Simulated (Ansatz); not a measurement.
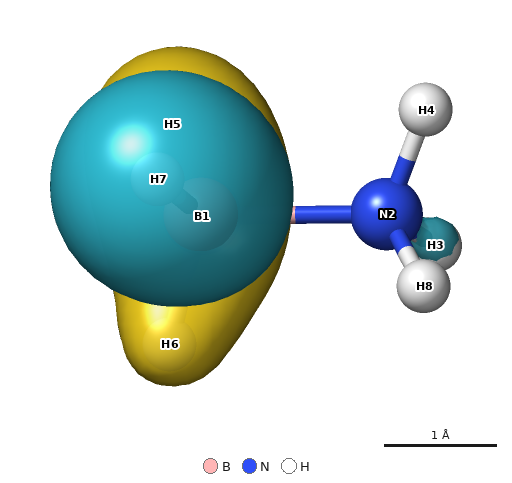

BH$_{6}$N. The HOMO at ±0.15 Å⁻³ᐟ² (yellow and cyan are the two phases), seen at a tilt.

The calculation used RKS B3LYP/def2-SVP in Ansatz 0.2.0.

```xyz
8

B    -0.0439    0.3513    0.0800
N    -0.0411    0.2890    1.7312
H    -0.3247   -0.6339    2.0684
H     0.8892    0.4837    2.1086
H     0.7727   -0.4878   -0.2724
H    -1.1906    0.0818   -0.2478
H     0.2848    1.4960   -0.1972
H    -0.6862    0.9753    2.1297
```

> Where does this orbital lie, and at what energy?

It lies mainly on B1 (about 40 %), H7 (about 35 %) and H5 (about 15 %). It is one of a degenerate set, so its orientation is arbitrary. Its energy is −7.38 eV.
